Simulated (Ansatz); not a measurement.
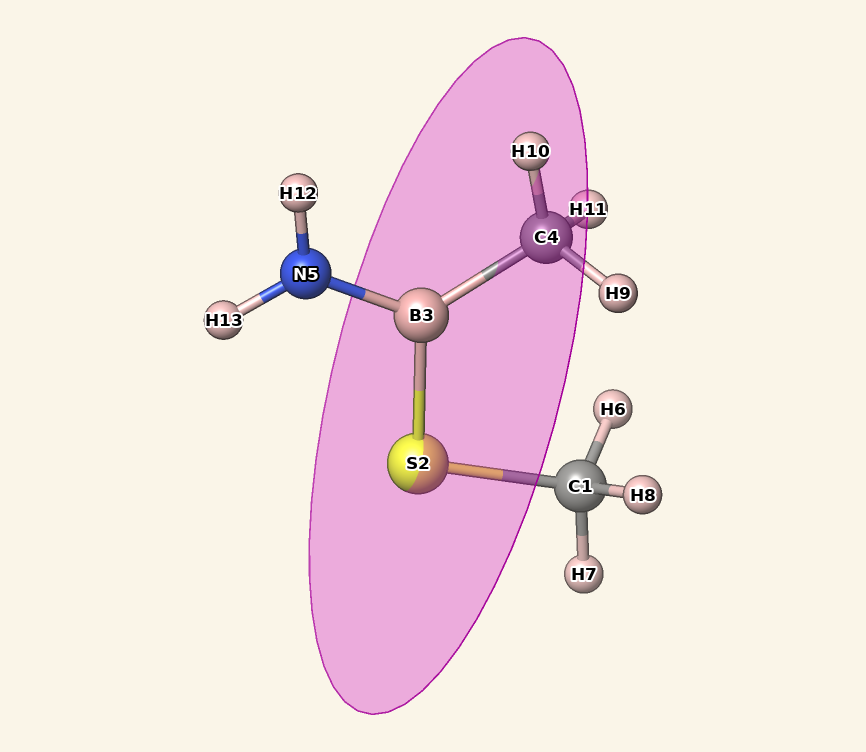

A disc through the centre of mass is drawn in. Distant atoms are faded towards the background colour. Computed geometry: PBE0-D4/def2-TZVP optimisation. No frequency run is at hand to confirm it as a minimum.

Question: Is the plane of the disc a mirror plane of the structure?

Answer: No. The point group is Cs, with 1 mirror plane, and this plane isn't one of its mirror planes.
